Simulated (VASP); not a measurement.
# A VASP study of YB6 (r2SCAN + rVV10): structure first, properties next, part 3 of 9

What structure does YB6 take at this level, and what are its properties? The start is a cell from a database of measured crystal structures.

VASP 6.6.1; r2SCAN with rVV10; plane waves and PAW (Y_sv, B).

Still holding for the runs below: This run has no spin polarisation. Its electron count is odd, so without a moment it is a metal by construction.

So far. Step 2 (Relaxing cell and atoms (r2SCAN + rVV10)): It ends with forces under 0.001 eV/Å and a pressure of 0.01 GPa. The volume lies -1.8 % from that of the database's start, which holds the thermal and zero-point expansion of its experiment. Step 3 (Second relaxation): It ends with forces under 0.001 eV/Å and a pressure of 0.01 GPa. The volume moved by under 0.01 %: the run met its threshold at the first step.

The database entry behind the starting cell differs from later determinations by our own check (about 0.3 % long, ideal inner coordinate), so it need not match the best structure at ambient conditions.

**4. Single point with fields (r2SCAN + rVV10)**

A single point on the relaxed cell gives a clean self-consistent state, with density, ELF and potential written out.

INCAR reads:

```
SYSTEM = YB6
PREC = Accurate
ENCUT = 420
EDIFF = 1E-06
NELM = 100
ISMEAR = 0
SIGMA = 0.05
LREAL = .FALSE.
ALGO = Normal
METAGGA = R2SCAN
LUSE_VDW = .TRUE.
IVDW_NL = 2
BPARAM = 11.95
CPARAM = 0.0093
LASPH = .TRUE.
NBANDS = 21
LORBIT = 11
LWAVE = .FALSE.
LCHARG = .TRUE.
ISIF = 2
LELF = .TRUE.
LVHAR = .TRUE.
```

POSCAR reads:

```
YB6
1.0
    4.0875293394      0.0000000000      0.0000000000
    0.0000000000      4.0875293394      0.0000000000
    0.0000000000      0.0000000000      4.0875293394
Y B
1 6
Direct
    0.0000000000      0.0000000000      0.0000000000
    0.1988345400      0.5000000000      0.5000000000
    0.5000000000      0.1988345400      0.5000000000
    0.8011654600      0.5000000000      0.5000000000
    0.5000000000      0.8011654600      0.5000000000
    0.5000000000      0.5000000000      0.1988345400
    0.5000000000      0.5000000000      0.8011654600
```

KPOINTS reads:

```
Automatic mesh
0
Gamma
7 7 7
0 0 0
```

The projector-augmented-wave data sets are Y_sv and B (PBE family, release 64).

Started as:

```sh
$ mpirun -np 4 vasp_std
```

The program printed:

```text
[banner, memory and clock lines left out]
running    4 mpi-ranks, on    1 nodes
 distrk:  each k-point on    4 cores,    1 groups
 distr:  one band on    1 cores,    4 groups

 POSCAR found type information on POSCAR Y B
 POSCAR found :  2 types and       7 ions
 [... a notice as in an earlier step ...]

 [... a notice as in an earlier step ...]

 LDA part: xc-table for (None), standard interpolation
|                                                                             |
|           W    W    AA    RRRRR   N    N  II  N    N   GGGG   !!!           |
|           W    W   A  A   R    R  NN   N  II  NN   N  G    G  !!!           |
|           W    W  A    A  R    R  N N  N  II  N N  N  G       !!!           |
|           W WW W  AAAAAA  RRRRR   N  N N  II  N  N N  G  GGG   !            |
|           WW  WW  A    A  R   R   N   NN  II  N   NN  G    G                |
|           W    W  A    A  R    R  N    N  II  N    N   GGGG   !!!           |
|                                                                             |
|     The number of bands has been changed from the values supplied in        |
|     The orbitals not found in the WAVECAR file will be initialized with     |
|     random numbers, which is usually adequate. For correlated               |
|     calculations, however, you should redo the groundstate calculation.     |
|     I found NBANDS = 21. Now, NBANDS = 24.                                  |
|                                                                             |

 POSCAR, INCAR and KPOINTS ok, starting setup
 FFT: planning ... GRIDC
 FFT: planning ... GRID_SOFT
 FFT: planning ... GRID
 WAVECAR not read
 entering main loop
       N       E                     dE             d eps       ncg     rms          rms(c)
Total rVV10 correction in eV:      0.2958684    29.9215336
DAV:   1     0.475137969696E+02    0.47514E+02   -0.12536E+04   960   0.984E+02
DAV:   2    -0.756315949147E+02   -0.12315E+03   -0.11826E+03  1272   0.222E+02
DAV:   3    -0.801178887454E+02   -0.44863E+01   -0.44452E+01  1416   0.358E+01
DAV:   4    -0.802035496788E+02   -0.85661E-01   -0.85565E-01  1232   0.455E+00
DAV:   5    -0.802048670991E+02   -0.13174E-02   -0.13173E-02  1328   0.498E-01    0.157E+01
Total rVV10 correction in eV:      0.3260225    29.9215335
DAV:   6    -0.680775197869E+02    0.12127E+02   -0.76704E+00  1168   0.192E+01    0.124E+01
Total rVV10 correction in eV:      0.3522240    29.9215335
DAV:   7    -0.672336227478E+02    0.84390E+00   -0.48324E+00  1176   0.116E+01    0.108E+01
Total rVV10 correction in eV:      0.3473568    29.9215335
DAV:   8    -0.673344969922E+02   -0.10087E+00   -0.10547E+00  1056   0.557E+00    0.283E+00
Total rVV10 correction in eV:      0.3577397    29.9215335
DAV:   9    -0.672233481337E+02    0.11115E+00   -0.32167E-01  1136   0.315E+00    0.605E-01
Total rVV10 correction in eV:      0.3557534    29.9215335
DAV:  10    -0.672184805662E+02    0.48676E-02   -0.25003E-02  1128   0.886E-01    0.818E-01
Total rVV10 correction in eV:      0.3556963    29.9215335
DAV:  11    -0.672184670090E+02    0.13557E-04   -0.16426E-03  1208   0.243E-01    0.193E-01
Total rVV10 correction in eV:      0.3557309    29.9215335
DAV:  12    -0.672184224935E+02    0.44516E-04   -0.28072E-04  1192   0.914E-02    0.253E-02
Total rVV10 correction in eV:      0.3557578    29.9215335
DAV:  13    -0.672184230743E+02   -0.58079E-06   -0.32550E-05  1120   0.354E-02    0.199E-02
Total rVV10 correction in eV:      0.3557687    29.9215335
DAV:  14    -0.672184232294E+02   -0.15512E-06   -0.20157E-06  1080   0.772E-03
Total rVV10 correction in eV:      0.3557730    29.9215335
Total rVV10 correction in eV:      0.3557752    29.9215335
   1 F= -.67218423E+02 E0= -.67216157E+02  d E =-.453235E-02
```

It took 36 s on 4 MPI ranks of AMD EPYC 7R43, shared host; peak memory 0.54 GiB; 2.3 min of CPU time.

Parts of OUTCAR (step 4):

```text
The static configuration has the point symmetry O_h .

 Found     20 irreducible k-points:

   k-points           NKPTS =     20   k-points in BZ     NKDIM =     20   number of bands    NBANDS=     24

   NELECT =      29.0000    total number of electrons

 E-fermi :   6.8396

 k-point     2 :       0.1429    0.0000    0.0000
  band No.  band energies     occupation
    ...
     11       0.1771      2.00000
     12       4.0373      2.00000
     13       4.0373      2.00000
     14       4.7227      2.00000
     15       6.2146      2.00000
     16       8.0470      0.00000
     17       8.5100      0.00000
     18       8.5100      0.00000
     19       9.5873      0.00000
     20       9.6845      0.00000
    ...

 k-point     3 :       0.2857    0.0000    0.0000
  band No.  band energies     occupation
    ...
     11       1.7848      2.00000
     12       3.1439      2.00000
     13       3.1439      2.00000
     14       4.9171      2.00000
     15       4.9797      2.00000
     16       8.4531      0.00000
     17       8.4531      0.00000
     18       8.5350      0.00000
     19       9.0397      0.00000
     20      10.2180      0.00000
    ...

  Total        0.0047907      0.0047907      0.0047907     -0.0000000     -0.0000000     -0.0000000
  in kB        0.1123891      0.1123891      0.1123891     -0.0000000     -0.0000000     -0.0000000
  external PRESSURE =       0.1123891 kB  Pullay stress =       0.0000000 kB

 POSITION                                       TOTAL-FORCE (eV/Angst)
 -----------------------------------------------------------------------------------
      0.00000      0.00000      0.00000        -0.000000      0.000000     -0.000000
      0.81274      2.04376      2.04376         0.000005      0.000000     -0.000000
      2.04376      0.81274      2.04376        -0.000000      0.000005     -0.000000
      3.27479      2.04376      2.04376        -0.000005      0.000000     -0.000000
      2.04376      3.27479      2.04376        -0.000000     -0.000005     -0.000000
      2.04376      2.04376      0.81274        -0.000000      0.000000      0.000005
      2.04376      2.04376      3.27479        -0.000000      0.000000     -0.000005
 -----------------------------------------------------------------------------------
    total drift:                               -0.000000      0.000000      0.000000

  FREE ENERGIE OF THE ION-ELECTRON SYSTEM (eV)
  ---------------------------------------------------
  free  energy   TOTEN  =       -67.2184232294 eV

  energy  without entropy=      -67.2138908812  energy(sigma->0) =      -67.21615706

[... 9 parts as in an earlier step ...]

[... 4 further parts left out ...]
```

This step gave:

```yaml
scf_cycles: 14
bands: 24
pressure: 0.01124 GPa
```

Valence electrons inside each PAW sphere by angular momentum. Sphere charges, by row:

```csv
atom,s (e),p (e),d (e),f (e),tot (e)
Y1,2.095,6.181,0.856,0.056,9.188
B2,0.717,1.401,0,0,2.118
B3,0.717,1.401,0,0,2.118
B4,0.717,1.401,0,0,2.118
B5,0.717,1.401,0,0,2.118
B6,0.717,1.401,0,0,2.118
B7,0.717,1.401,0,0,2.118
```

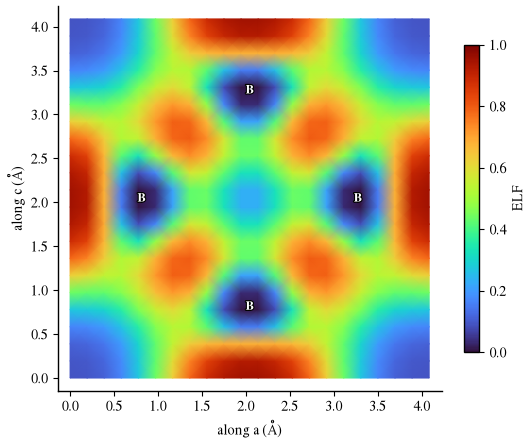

ELF in the ac plane at fractional y = 0.500, with atoms of B within 0.2 Å of it. It is the smooth field of the valence electrons, not physical close to the nuclei.

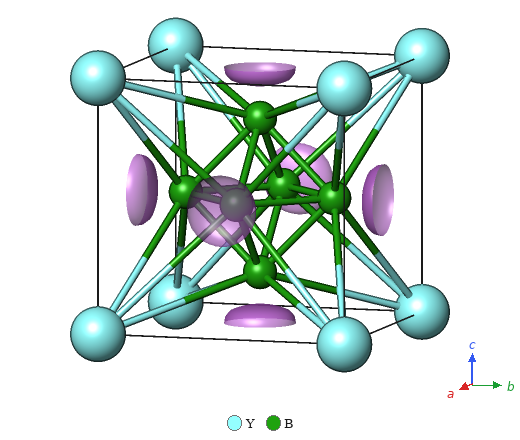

Surface of ELF = 0.85.

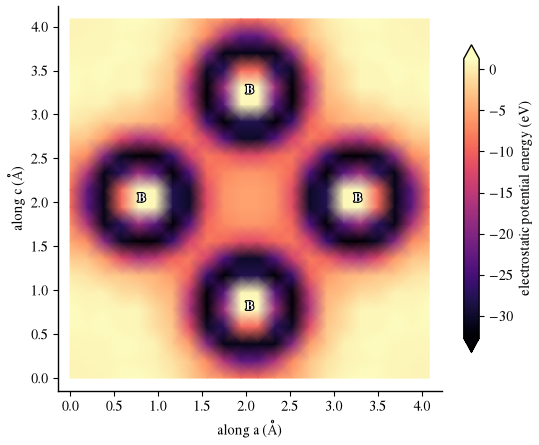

Electrostatic potential energy in the ac plane at fractional y = 0.500, with atoms of B within 0.2 Å of it. With pseudopotentials it is smooth inside the atoms' cores, unlike the true potential.

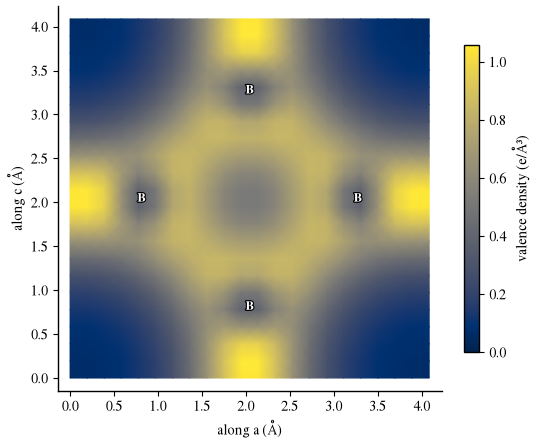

Valence density in the ac plane at fractional y = 0.500, with atoms of B within 0.2 Å of it. It is the smooth field of the valence electrons, not physical close to the nuclei.

In this run the pressure is 0.01 GPa, small enough to go on.

**5. Band structure (r2SCAN + rVV10)**

Levels along the symmetry lines show where the bands peak and cross; KPOINTS_OPT computes them in the converged potential.

INCAR, as its differences from that of step 4:

```diff
@@ -15,8 +15,6 @@
 LASPH = .TRUE.
-NBANDS = 21
+NBANDS = 32
 LORBIT = 11
 LWAVE = .FALSE.
-LCHARG = .TRUE.
-ISIF = 2
-LELF = .TRUE.
-LVHAR = .TRUE.
+LCHARG = .FALSE.
+KPAR = 4
```

POSCAR is that of step 4.

KPOINTS is that of step 4.

KPOINTS_OPT reads:

```
Line mode
12
Line-mode
Reciprocal
  0.00000000   0.00000000   0.00000000 GAMMA
  0.00000000   0.50000000   0.00000000 X

  0.00000000   0.50000000   0.00000000 X
  0.50000000   0.50000000   0.00000000 M

  0.50000000   0.50000000   0.00000000 M
  0.00000000   0.00000000   0.00000000 GAMMA

  0.00000000   0.00000000   0.00000000 GAMMA
  0.50000000   0.50000000   0.50000000 R

  0.50000000   0.50000000   0.50000000 R
  0.00000000   0.50000000   0.00000000 X

  0.50000000   0.50000000   0.00000000 M
  0.50000000   0.50000000   0.50000000 R
```

Started as:

```sh
$ mpirun -np 4 vasp_std
```

The program printed:

```text
[... set-up lines as in an earlier step ...]
 entering main loop
       N       E                     dE             d eps       ncg     rms          rms(c)
Total rVV10 correction in eV:      0.2958684    29.9215336
Total rVV10 correction in eV:      0.2958684    29.9215336
Total rVV10 correction in eV:      0.2958684    29.9215336
Total rVV10 correction in eV:      0.2958684    29.9215336
DAV:   1     0.395780139729E+02    0.39578E+02   -0.11728E+04  1280   0.735E+02
DAV:   2    -0.758564423972E+02   -0.11543E+03   -0.11031E+03  1608   0.191E+02
DAV:   3    -0.801305610104E+02   -0.42741E+01   -0.42203E+01  1816   0.285E+01
DAV:   4    -0.802038481610E+02   -0.73287E-01   -0.73189E-01  1536   0.339E+00
DAV:   5    -0.802048823742E+02   -0.10342E-02   -0.10341E-02  1656   0.374E-01    0.157E+01
Total rVV10 correction in eV:      0.3260214    29.9215335
Total rVV10 correction in eV:      0.3260214    29.9215335
Total rVV10 correction in eV:      0.3260214    29.9215335
Total rVV10 correction in eV:      0.3260214    29.9215335
DAV:   6    -0.681026383394E+02    0.12102E+02   -0.46561E+00  1520   0.144E+01    0.125E+01
Total rVV10 correction in eV:      0.3519342    29.9215335
Total rVV10 correction in eV:      0.3519342    29.9215335
Total rVV10 correction in eV:      0.3519342    29.9215335
Total rVV10 correction in eV:      0.3519342    29.9215335
DAV:   7    -0.672244976959E+02    0.87814E+00   -0.28003E+00  1528   0.842E+00    0.102E+01
Total rVV10 correction in eV:      0.3467514    29.9215335
Total rVV10 correction in eV:      0.3467514    29.9215335
Total rVV10 correction in eV:      0.3467514    29.9215335
Total rVV10 correction in eV:      0.3467514    29.9215335
DAV:   8    -0.674092954774E+02   -0.18480E+00   -0.78003E-01  1440   0.449E+00    0.159E+00
Total rVV10 correction in eV:      0.3571009    29.9215335
Total rVV10 correction in eV:      0.3571009    29.9215335
Total rVV10 correction in eV:      0.3571009    29.9215335
Total rVV10 correction in eV:      0.3571009    29.9215335
DAV:   9    -0.672221360169E+02    0.18716E+00   -0.25279E-01  1512   0.280E+00    0.494E-01
Total rVV10 correction in eV:      0.3556310    29.9215335
Total rVV10 correction in eV:      0.3556310    29.9215335
Total rVV10 correction in eV:      0.3556310    29.9215335
Total rVV10 correction in eV:      0.3556310    29.9215335
DAV:  10    -0.672189827326E+02    0.31533E-02   -0.25522E-02  1584   0.719E-01    0.985E-01
Total rVV10 correction in eV:      0.3556421    29.9215335
Total rVV10 correction in eV:      0.3556421    29.9215335
Total rVV10 correction in eV:      0.3556421    29.9215335
Total rVV10 correction in eV:      0.3556421    29.9215335
DAV:  11    -0.672185513306E+02    0.43140E-03   -0.13417E-03  1576   0.175E-01    0.375E-01
Total rVV10 correction in eV:      0.3555770    29.9215335
Total rVV10 correction in eV:      0.3555770    29.9215335
Total rVV10 correction in eV:      0.3555770    29.9215335
Total rVV10 correction in eV:      0.3555770    29.9215335
DAV:  12    -0.672184363791E+02    0.11495E-03   -0.48995E-04  1512   0.110E-01    0.836E-02
Total rVV10 correction in eV:      0.3557016    29.9215335
Total rVV10 correction in eV:      0.3557016    29.9215335
Total rVV10 correction in eV:      0.3557016    29.9215335
Total rVV10 correction in eV:      0.3557016    29.9215335
DAV:  13    -0.672184227023E+02    0.13677E-04   -0.65028E-05  1496   0.398E-02    0.254E-02
Total rVV10 correction in eV:      0.3557327    29.9215335
Total rVV10 correction in eV:      0.3557327    29.9215335
Total rVV10 correction in eV:      0.3557327    29.9215335
Total rVV10 correction in eV:      0.3557327    29.9215335
DAV:  14    -0.672184231867E+02   -0.48443E-06   -0.28163E-06  1648   0.799E-03
Total rVV10 correction in eV:      0.3557798    29.9215335
Total rVV10 correction in eV:      0.3557798    29.9215335
Total rVV10 correction in eV:      0.3557798    29.9215335
Total rVV10 correction in eV:      0.3557798    29.9215335
Total rVV10 correction in eV:      0.3557755    29.9215335
Total rVV10 correction in eV:      0.3557755    29.9215335
Total rVV10 correction in eV:      0.3557755    29.9215335
Total rVV10 correction in eV:      0.3557755    29.9215335
   1 F= -.67218423E+02 E0= -.67216158E+02  d E =-.453127E-02
 Start KPOINTS_OPT (optional k-point list driver)
k-point batch [1-20\72]
       N       E                     dE             ncg
DAV:   1    -0.175182651797E+04   -0.11510E+05     1280
DAV:   2    -0.395589454286E+04   -0.22041E+04     1616
DAV:   3    -0.403902302814E+04   -0.83128E+02     1808
DAV:   4    -0.404021617879E+04   -0.11932E+01     1568
DAV:   5    -0.404023240740E+04   -0.16229E-01     1624
DAV:   6    -0.404023262793E+04   -0.22054E-03     1560
DAV:   7    -0.404023263137E+04   -0.34327E-05     1544
DAV:   8    -0.404023263143E+04   -0.59702E-07     1120
[...]
k-point batch [61-72\72]
       N       E                     dE             ncg
DAV:   1     0.450739131740E+04   -0.11546E+05      768
DAV:   2     0.310723206352E+04   -0.14002E+04      984
DAV:   3     0.305137071402E+04   -0.55861E+02     1072
DAV:   4     0.305053164358E+04   -0.83907E+00      840
DAV:   5     0.305052129710E+04   -0.10346E-01      976
DAV:   6     0.305052114402E+04   -0.15308E-03      888
DAV:   7     0.305052114143E+04   -0.25898E-05      936
DAV:   8     0.305052114138E+04   -0.45780E-07      592
```

Wall time 2.2 min (4 MPI ranks); peak memory 0.99 GiB; 8.9 min of CPU time.

OUTCAR, selected parts (step 5):

```text
   k-points           NKPTS =     20   k-points in BZ     NKDIM =     20   number of bands    NBANDS=     32

   NELECT =      29.0000    total number of electrons

 E-fermi :   6.8396

 k-point     1 :       0.0000    0.0000    0.0000
  band No.  band energies     occupation
    ...
     10      -0.9546      2.00000
     11      -0.9546      2.00000
     12       4.6232      2.00000
     13       4.6232      2.00000
     14       4.6232      2.00000
     15       7.8158      0.00000
     16       7.8158      0.00000
     17       7.8158      0.00000
     18       7.8566      0.00000
     19       7.8566      0.00000
    ...

  Total        0.0062248      0.0062248      0.0062248      0.0000000      0.0000000      0.0000000
  in kB        0.1460328      0.1460328      0.1460328      0.0000000      0.0000000      0.0000000
  external PRESSURE =       0.1460328 kB  Pullay stress =       0.0000000 kB

 POSITION                                       TOTAL-FORCE (eV/Angst)
 -----------------------------------------------------------------------------------
      0.00000      0.00000      0.00000         0.000000      0.000000      0.000000
      0.81274      2.04376      2.04376         0.000148      0.000000     -0.000000
      2.04376      0.81274      2.04376         0.000000      0.000148     -0.000000
      3.27479      2.04376      2.04376        -0.000148     -0.000000      0.000000
      2.04376      3.27479      2.04376         0.000000     -0.000148      0.000000
      2.04376      2.04376      0.81274         0.000000     -0.000000      0.000148
      2.04376      2.04376      3.27479         0.000000      0.000000     -0.000148
 -----------------------------------------------------------------------------------
    total drift:                               -0.000000      0.000000      0.000000

  FREE ENERGIE OF THE ION-ELECTRON SYSTEM (eV)
  ---------------------------------------------------
  free  energy   TOTEN  =       -67.2184231867 eV

  energy  without entropy=      -67.2138919182  energy(sigma->0) =      -67.21615755

[... 7 parts as in an earlier step ...]

[... 9 further parts left out ...]
```

Numbers from this step:

```
bands    : 32
pressure : 0.01460 GPa
```

Electronic bands along the path, in eV, zero at the Fermi level; # counts the bands kept, so #1 is VASP's band 7:

| point | #5 | #6 | #7 | #8 | #9 | #10 | #11 | #12 |
| --- | --- | --- | --- | --- | --- | --- | --- | --- |
| Γ | -7.79 | -2.22 | -2.22 | -2.22 | 0.98 | 0.98 | 0.98 | 1.02 |
| X | -4.32 | -4.32 | -3.73 | -2.79 | -1.56 | 1.18 | 1.18 | 1.58 |
| M | -5.01 | -5.01 | -3.34 | -3.34 | 1.50 | 1.50 | 1.90 | 2.30 |
| Γ | -7.79 | -2.22 | -2.22 | -2.22 | 0.98 | 0.98 | 0.98 | 1.02 |
| R | -6.44 | -2.84 | -2.84 | -2.84 | 2.83 | 2.83 | 2.94 | 3.23 |
| X | -4.32 | -4.32 | -3.73 | -2.79 | -1.56 | 1.18 | 1.18 | 1.58 |
| jump to M | -5.01 | -5.01 | -3.34 | -3.34 | 1.50 | 1.50 | 1.90 | 2.30 |
| R | -6.44 | -2.84 | -2.84 | -2.84 | 2.83 | 2.83 | 2.94 | 3.23 |

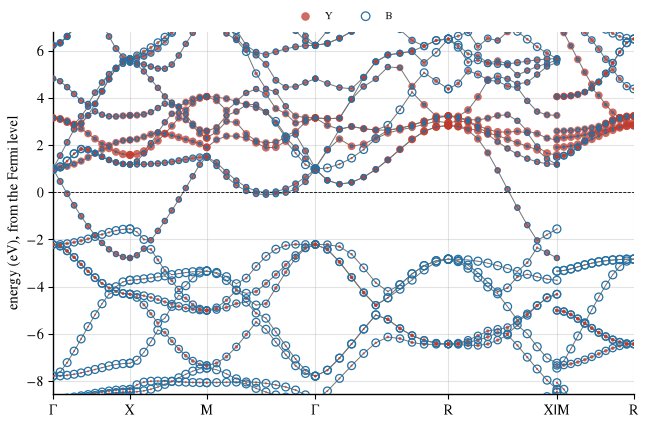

Electronic bands along the path; dots are coloured as in the legend, and their area grows with the weight.

There is no gap at this level.

Of the bands kept, 2 cross the Fermi level on this path.

(Part 3 of 9 ends here.)

[Lines on the potential files, build, host, timing and source positions are cut from VASP's logs without a mark.]

[Logs are printed without paths, hosts, clocks, repeated set-up lines and the standing remarks that a program may print on its own settings, such as how far it seeks lower states.]

[Hosts, paths, dates, database ids (printed as entryN), source tags and the programs' standing remarks are cut or masked in the printed files.]

[Measured values are set beside computed ones only where the two were judged alike; some that the calculation misses by far are left out.]
